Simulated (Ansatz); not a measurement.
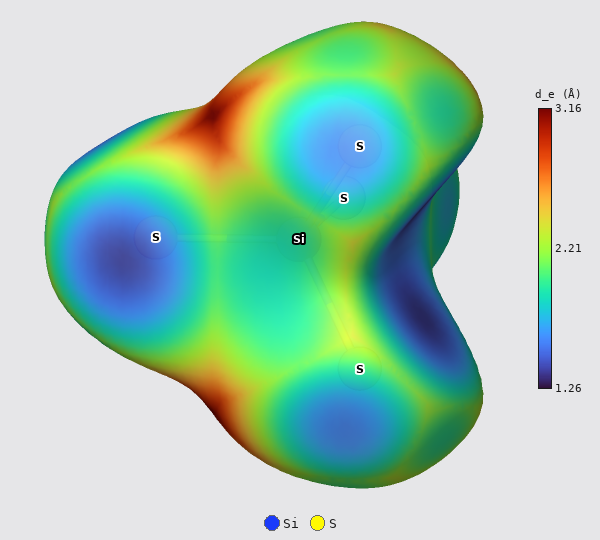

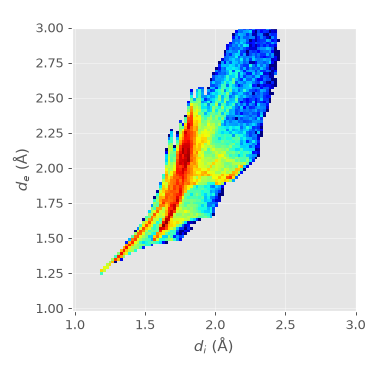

Hirshfeld surface computed for one SiS4 unit (covalently bonded non-metal atoms) in SrSiHgS$_{4}$ (Ama2, No. 40), coloured by d_e. The second picture is its fingerprint plot, coloured by area on a logarithmic scale (blue little, red much).

The surface is where the fragment's share of the procrystal density (the sum of the densities of spherically averaged neutral Hartree-Fock atoms) equals one half. d_i and d_e are the distances from the surface to the nearest nucleus inside and outside. From Rb on the atoms have core potentials, so only their outer electrons count.

Source of the atomic positions: the geometry relaxed with DFT, PAW plane waves, r2scan in Ansatz 0.2.0; the starting structure was generated, so it need not be a known form of this composition.

```cif
data_structure
_symmetry_space_group_name_H-M 'P 1'
_symmetry_Int_Tables_number 1
_cell_length_a 10.3758
_cell_length_b 10.2743
_cell_length_c 6.3997
_cell_angle_alpha 90.000
_cell_angle_beta 90.000
_cell_angle_gamma 90.000
_cell_volume 682.23
loop_
_atom_site_label
_atom_site_type_symbol
_atom_site_fract_x
_atom_site_fract_y
_atom_site_fract_z
_atom_site_occupancy
Sr1 Sr 0.00000 0.00000 0.00145 1
Sr2 Sr 0.50000 0.00000 0.00145 1
Hg1 Hg 0.75000 0.83128 0.44729 1
Hg2 Hg 0.25000 0.16872 0.44729 1
Si1 Si 0.75000 0.21621 0.48737 1
Si2 Si 0.25000 0.78379 0.48737 1
S1 S 0.41534 0.77580 0.68627 1
S2 S 0.58466 0.22420 0.68627 1
S3 S 0.08466 0.77580 0.68627 1
S4 S 0.91534 0.22420 0.68627 1
S5 S 0.75000 0.89689 0.81336 1
S6 S 0.25000 0.10311 0.81336 1
S7 S 0.75000 0.06757 0.26017 1
S8 S 0.25000 0.93243 0.26017 1
Sr3 Sr 0.00000 0.50000 0.50145 1
Sr4 Sr 0.50000 0.50000 0.50145 1
Hg3 Hg 0.75000 0.33128 0.94729 1
Hg4 Hg 0.25000 0.66872 0.94729 1
Si3 Si 0.75000 0.71621 0.98737 1
Si4 Si 0.25000 0.28379 0.98737 1
S9 S 0.41534 0.27580 0.18627 1
S10 S 0.58466 0.72420 0.18627 1
S11 S 0.08466 0.27580 0.18627 1
S12 S 0.91534 0.72420 0.18627 1
S13 S 0.75000 0.39689 0.31336 1
S14 S 0.25000 0.60311 0.31336 1
S15 S 0.75000 0.56757 0.76017 1
S16 S 0.25000 0.43243 0.76017 1
```

Q: What is the shortest distance from the fragment to an atom outside it?

A: S–Hg, 2.44 Å.

Q: How is the surface shared among contacts (nearest atom inside ··· nearest atom outside)?

A: S···Sr 35 %, S···Hg 33 %, S···S 27 %, Si···S 2.5 %, S···Si 1.6 %, Si···Hg 0.7 %. The surface faces 16 neighbours with more than 2 % of its area each: 6 Sr + 5 Hg + 5 S.

Q: Give the size and shape of the surface.

A: It encloses about 101 Å³, has an area of about 125 Å² and a globularity of 0.84 (1 for a sphere).

Q: Where does the fingerprint reach closest to the origin?

A: The smallest d_i + d_e is about 2.4 Å, which belongs to the shortest contact, S···Hg at 2.44 Å; d_e runs from 1.26 to 3.16 Å.
